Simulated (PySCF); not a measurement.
System: C5H5FSi (SMILES C#CC=C=C[SiH2]F).

Input file:

```
{"job": {"kind": "nmr", "xc": "PBE0", "basis": "pcSseg-1"}, "charge": 0, "multiplicity": 1}
C      3.375479    -0.471740    -0.463366
C      2.392160     0.216646    -0.440565
C      1.242112     1.035740    -0.416200
C      0.156115     0.705827     0.230326
C     -0.936158     0.344802     0.822577
Si    -2.323510    -0.639912     0.015875
F     -3.413200    -0.828616     1.189411
H      4.234855    -1.072174    -0.487025
H      1.308033     1.976635    -0.949962
H     -1.088637     0.614677     1.861480
H     -3.017258     0.104956    -1.025118
H     -1.928793    -1.987526    -0.363460
```

Run with:

```sh
OMP_NUM_THREADS=1 python probes_run.py task.json out
```

Geometry: GFN2-xTB.

Level of theory: PBE0/pcSseg-1, SCF density, gas phase, non-relativistic (PySCF 2.14.0).

Predict the electron density and electron localisation function between the atoms.

C–C (1.20 Å): ρ is about 2.7 e/Å³ halfway; the ELF peaks at about 0.85 between the atoms; a multiple bond.
C–H (1.05 Å): ρ is about 2.1 e/Å³ halfway; the ELF climbs to about 1 towards the hydrogen, as it does in any bond to H: a covalent bond by its length.
C–C (1.29 Å): the density is about 2.4 e/Å³ at the midpoint; the ELF peaks at about 0.90 between the atoms; a multiple bond.

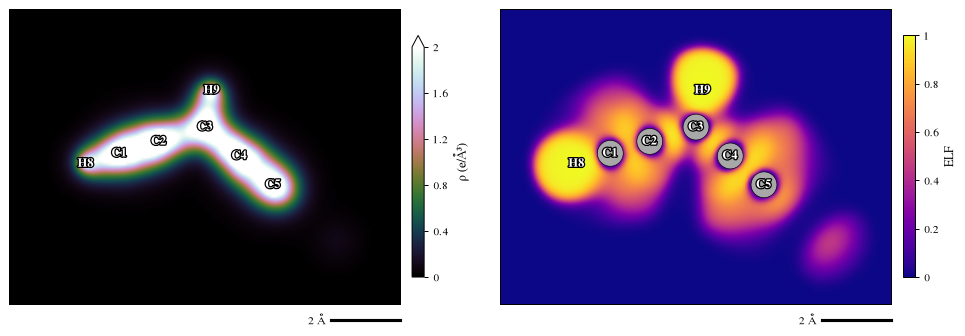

Computed electron density and electron localisation function on the plane of atoms C4, C3 and H9, in this order. Grey discs cover the atomic cores in the ELF map. 
